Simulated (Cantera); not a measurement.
Input: 1 mol BN, a varied amount of Cl₂, equilibrated at 1252 °C and 0.350 bar.

Method: chemical equilibrium by Gibbs-energy minimisation in Cantera with the NASA 1993 tables (ideal gas, pure condensed phases). Candidate condensed phases: B, BN; 10 gas species. Rates play no part.

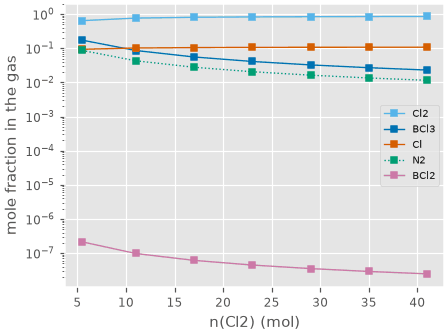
Figure: Equilibrium gas composition (values under 1e-9 drawn at 1e-9)

From 5.5 mol Cl₂ to 41 mol Cl₂ nothing is condensed. The main B-bearing gas is BCl₃ throughout.
